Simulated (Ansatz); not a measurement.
**BBrFH3Si: density, localisation and related maps**

Input

```
crystal:
  periodic: [false, false, false]
  atoms:
    - { symbol: F, position_ang: [-0.7847, -1.7172, 1.2334] }
    - { symbol: B, position_ang: [-0.695, -0.8356, 0.0543] }
    - { symbol: Si, position_ang: [0.5455, 0.6351, 0.0511] }
    - { symbol: Br, position_ang: [-1.7288, -1.1709, -1.5731] }
    - { symbol: H, position_ang: [-1.58596, -0.19347, 0.45774] }
    - { symbol: H, position_ang: [0.2302, 1.5891, 1.1397] }
    - { symbol: H, position_ang: [1.9586, 0.1082, 0.2957] }
basis:
  gaussian: { orbitals: def2-SVP }
hamiltonian:
  xc: pbe0
  dispersion: d4
relax:
  f_tol: 0.02
  max_steps: 50
output:
  orbitals: {}
```

Launched as:

```sh
ansatz run input.yaml --threads 2 --pin off --max-ram 3072MiB --backend cpu --events-out ev --progress --plain --runs-dir out
```

The fields are those of the relaxed geometry.

The calculation used Ansatz 0.2.0, RKS PBE0-D4/def2-SVP.

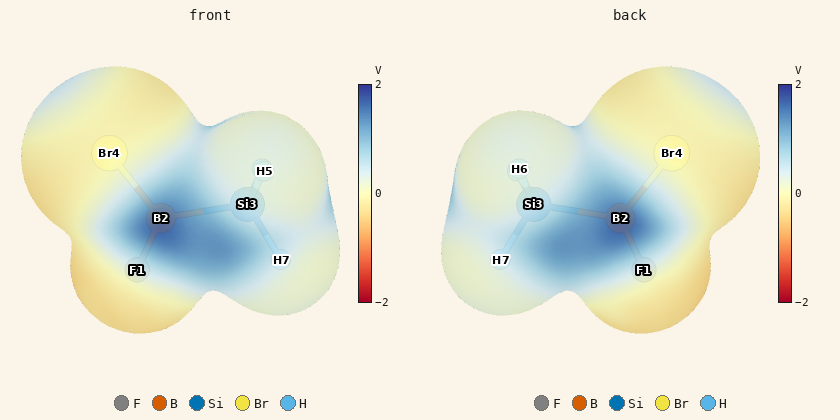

Figure 1. The electrostatic potential painted on the density surface at 0.002 e/bohr³, seen from the front and from behind; red is negative and blue positive.

> Where is the surface potential most negative and most positive?

The most negative region (about −0.5 V) lies over F1, the most positive (about +1.6 V) over B2. Br4 shows a σ-hole: about +0.5 V at the tip opposite its bond, against about −0.2 V on its flanks.

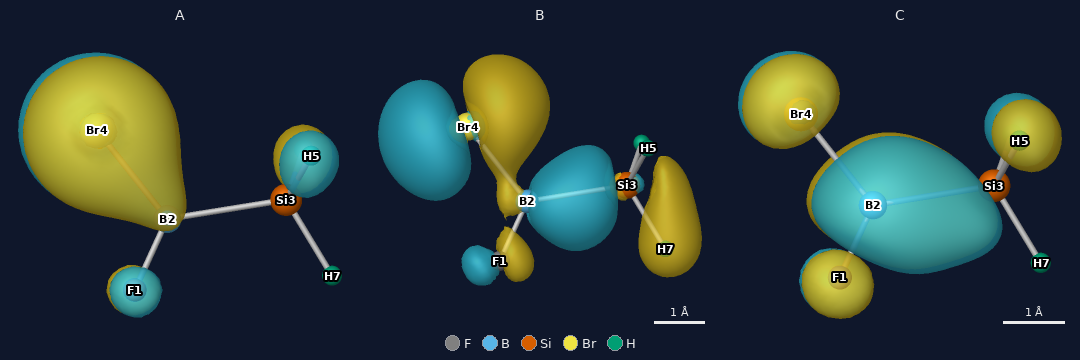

Figure 2. Three frontier orbitals at ±0.1 Å⁻³ᐟ² (yellow and cyan are the two phases), in no order.

> Which picture is the HOMO−1, the HOMO and the LUMO?

A is the HOMO−1 (−9.09 eV). It lies mainly on Br4 (about 85 %) and B2 (about 10 %); largely a lone pair of Br4. B is the HOMO (−8.32 eV). Its weight (Hirshfeld) is mainly on Br4 (about 55 %), Si3 (about 20 %) and B2 (about 15 %). C is the LUMO (−1.75 eV). By Hirshfeld shares it lies mainly on B2 (about 50 %), Si3 (about 20 %), Br4 (about 15 %) and F1 (about 10 %).

> What is the HOMO–LUMO gap?

6.57 eV between the orbital energies.

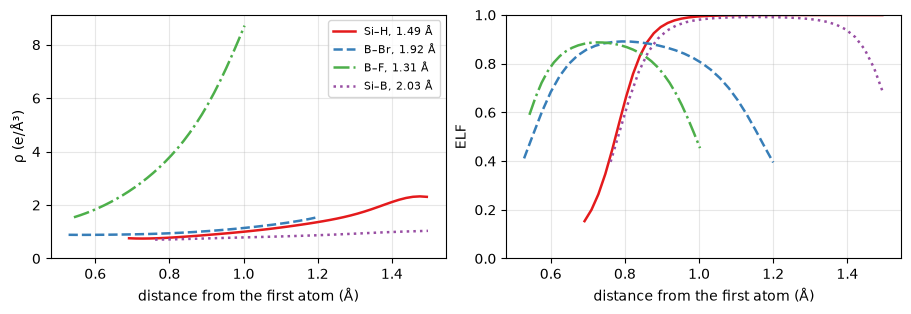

Figure 3. Electron density and electron localisation function along straight lines between neighbouring atoms. The curves leave out the atomic cores.

> Compare the contacts.

Si–H (1.49 Å): ρ at the midpoint is about 0.75 e/Å³; the ELF climbs to about 1 towards the hydrogen, as it does in any bond to H.
B–Br (1.92 Å): ρ at the midpoint is about 1.1 e/Å³, with its minimum of 0.88 e/Å³ about 0.6 Å from B; the ELF peaks at about 0.90 between the atoms: a polar covalent bond.
B–F (1.31 Å): ρ at the midpoint is about 2.2 e/Å³; the ELF peaks at about 0.90 between the atoms: a shared but strongly polarised pair.
Si–B (2.03 Å): ρ at the midpoint is about 0.79 e/Å³; the ELF peaks at about 1 between the atoms; localised, covalent bonding.
